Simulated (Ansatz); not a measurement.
The parent structure is PbSe in the rock salt structure (space group Fm-3m, No. 225; a = 6.178 Å). Axes: x, y, z lie along the cube axes.

The change: a pure shear with ε_yz = ε_zy = -0.0083, atoms relaxed at fixed cell.

Level of theory: r2SCAN, PAW, 500 eV (Ansatz, a program for electronic structure; no spin-orbit coupling).

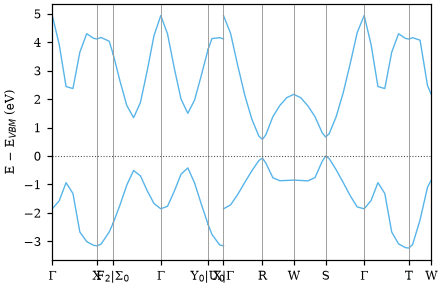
*Highest valence and lowest conduction band along the path of the changed cell's own zone*

The gap is 0.58 eV, indirect, S → R; the base has 0.67 eV.

With Pb present, leaving out spin-orbit coupling can change the band edges. The cells carry an imposed strain or load. Whether these cells are dynamically stable was not tested. Labels are those of the standard path for the cell's own space group.
